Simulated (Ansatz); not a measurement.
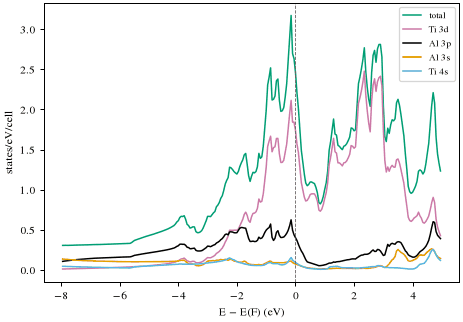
Fig. 1. Total and projected density of states of TiAl in space group P-6m2 (No. 187; Ti on 1a, Al on 1d), plane-wave PAW r²SCAN (Ansatz code)

**Question.** Which orbitals carry the states next to the Fermi level?

**Answer.** Within 0.5 eV of the Fermi level: Ti 3d 71 %, Al 3p 17 %. Projections are on Löwdin-orthogonalised atomic valence shells; empty p or d shells of many metals are not among them.

The workflow started from a Materials Project entry (that database holds measured and hypothetical structures alike); the Crystallography Open Database copy checked does not list it. With Ti and Al taken as one species the cell has the higher symmetry P6_3/mmc, so it may be an ordered model of a mixed-site phase. It is not the phase usual at ambient conditions (space group No. 123). The r²SCAN relaxation kept the symmetry of its start; its stability against distortions is not shown here. No spin polarisation was allowed.

Potentials: the earlier of the program's two PAW sets.
